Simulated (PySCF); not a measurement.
System: C6H12AlClO (SMILES CCO/C=C(\C)[CH2][AlH][Cl]).

Input

```
{"job": {"kind": "nmr", "xc": "PBE0", "basis": "pcSseg-1"}, "charge": 0, "multiplicity": 1}
C     -3.515290    -0.827741     0.157945
C     -2.465390     0.153224    -0.337569
O     -1.229497    -0.177869     0.260413
C     -0.201617     0.685233    -0.001692
C      1.073504     0.373317     0.236007
C      1.471603    -0.977106     0.738601
C      2.203791     1.316634    -0.045062
Al     3.192079     0.314510    -1.482581
Cl     2.270285    -0.367079    -3.152302
H     -4.473063    -0.613062    -0.307600
H     -3.616202    -0.752593     1.237259
H     -3.215777    -1.842015    -0.091357
H     -2.377454     0.092317    -1.432415
H     -2.747014     1.183379    -0.072848
H     -0.487073     1.662678    -0.376438
H      0.620966    -1.652001     0.754286
H      2.249641    -1.387890     0.067959
H      1.901265    -0.917655     1.737837
H      1.811848     2.311073    -0.280818
H      2.830120     1.423346     0.848891
H      4.694354     0.016242    -1.334609
```

Launched as:

```sh
OMP_NUM_THREADS=1 python probes_run.py task.json out
```

Geometry: GFN2-xTB.

All numbers below come from PySCF 2.14.0, PBE0/pcSseg-1, SCF density, gas phase, non-relativistic.

### What can the converged electron density and electron localisation function tell about the bonding?

C–C (1.33 Å): ρ at the midpoint is about 2.3 e/Å³; the ELF peaks at about 0.95 between the atoms; a short, multiple covalent bond.
C–O (1.37 Å): ρ at the midpoint is about 2.3 e/Å³, with its minimum of 1.9 e/Å³ about 0.5 Å from C; the ELF peaks at about 0.90 between the atoms (a polar covalent bond).
C–H (1.09 Å): ρ at the midpoint is about 2 e/Å³; the ELF climbs to about 1 towards the hydrogen, as it does in any bond to H (a covalent bond by its length).

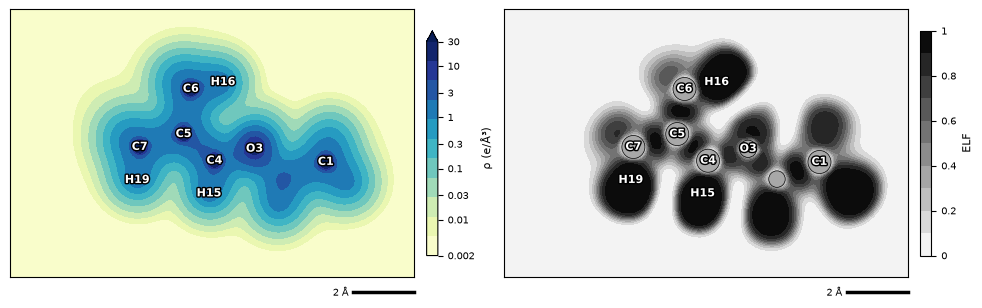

Computed electron density and electron localisation function on the plane of atoms C4, C5 and C6, in this order. Grey discs cover the atomic cores in the ELF map. 
